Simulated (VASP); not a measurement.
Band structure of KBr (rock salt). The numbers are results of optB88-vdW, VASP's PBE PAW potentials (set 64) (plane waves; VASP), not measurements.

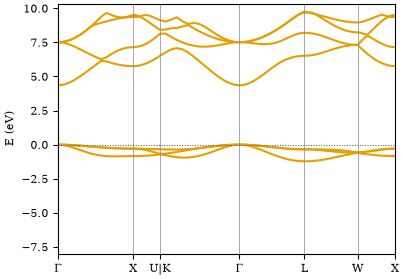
Figure. Bands along high-symmetry lines, zero at the valence-band maximum or, without a gap, the Fermi level

Problem. Read the plot: is there a gap, and where are the band edges?

Solution. The gap is direct, 4.35 eV, from the valence maximum at Γ to the conduction minimum at Γ. (Edges off the drawn lines would not show.)

Measured: gap 7.40 eV (computed value off by -3.05 eV), as given by Aguado et al., (1998), arXiv:cond-mat/9809176.

The compound is KBr in the rock salt structure. It was relaxed first.
